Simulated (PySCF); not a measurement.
CH₆OSSi, SMILES CO[SiH2]S at its PBE/def2-SVP optimised geometry (Å):

```
10

C      1.0578    -1.3786    -0.2153
O      0.2777    -0.2174     0.0000
Si    -1.4008    -0.2174     0.0000
S     -2.1122     1.8058     0.0000
H      0.7306    -1.9527    -1.1144
H      2.1122    -1.0712    -0.3729
H      1.0312    -2.0692     0.6593
H     -1.8812    -0.9814    -1.2087
H     -1.9761    -0.8148     1.2549
H     -1.6658     2.0692    -1.2609
```

Method: PBE/def2-TZVP run with PySCF.

Map of the electrostatic potential (hartree/e), clipped to [-0.08, 0.12] on the plane z = 0.6 Å:

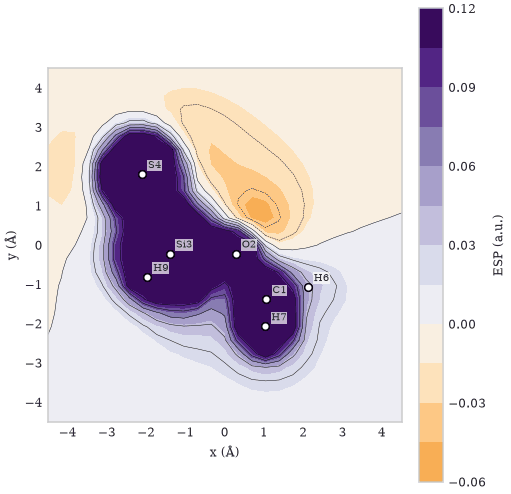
*Electrostatic potential (hartree/e), clipped to [-0.08, 0.12] on the plane z = 0.6 Å.*
